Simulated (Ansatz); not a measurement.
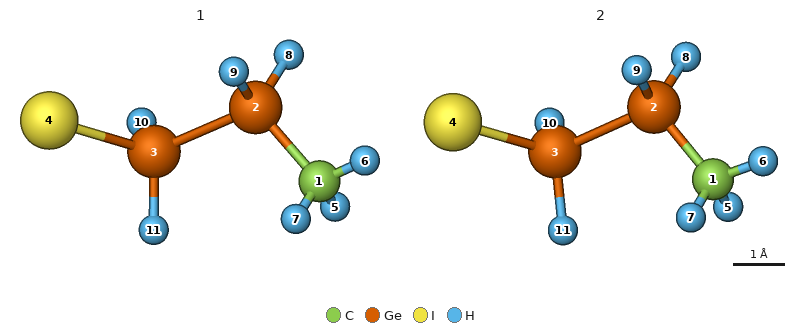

Two geometries of CH₇Ge₂I, drawn at one scale. One is the start of a relaxation, the other its converged end. Style: ball-and-stick. Shown at a tilt.

Computed with RKS PBE/def2-SVP (Ansatz). Settings: no spin polarisation; force threshold 0.015 eV/Å; at most 40 steps.

> Which of the two is the end point?

Structure 1 is the relaxed one. The run prepares an end point of a later path (torsion) calculation, from a guessed geometry. The energy falls by 6.51 kcal/mol in 6 geometry steps. The largest force component goes from 2.2 to 0.0081 eV/Å. The atom that moves furthest after the best rigid fit is H11 (0.19 Å). Largest moves by element: H 0.19 Å, C 0.14 Å, I 0.08 Å, Ge 0.07 Å. Among the contacts that change: Ge3–I4 2.462 → 2.561 Å, C1–Ge2 1.884 → 1.973 Å, Ge2–Ge3 2.385 → 2.457 Å, Ge2–H8 1.505 → 1.555 Å. Bond angles that change, for instance: Ge2–Ge3–H10 108.5° → 114.0°, I4–Ge3–H11 110.7° → 105.6°, Ge2–Ge3–H11 108.3° → 112.6°.
